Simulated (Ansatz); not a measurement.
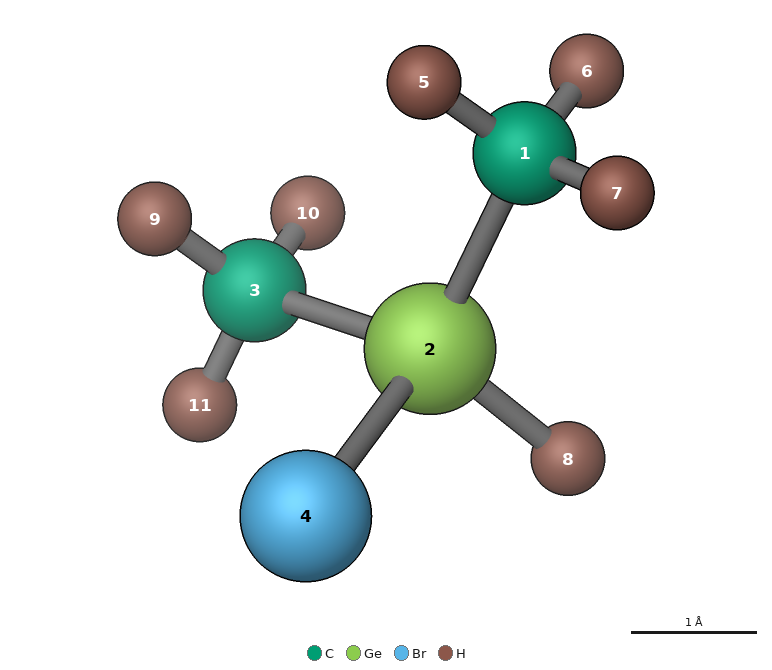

Numbered structure. The computed structure is the end point of a PBE-D4/def2-SVP optimisation. No frequency run is at hand to confirm it as a minimum.

Give the bond lengths.

| bond | length (Å) |
| --- | --- |
| C1–Ge2 | 1.960 |
| C1–H5 | 1.107 |
| C1–H6 | 1.109 |
| C1–H7 | 1.107 |
| Ge2–C3 | 1.960 |
| Ge2–Br4 | 2.351 |
| Ge2–H8 | 1.554 |
| C3–H9 | 1.107 |
| C3–H10 | 1.109 |
| C3–H11 | 1.107 |
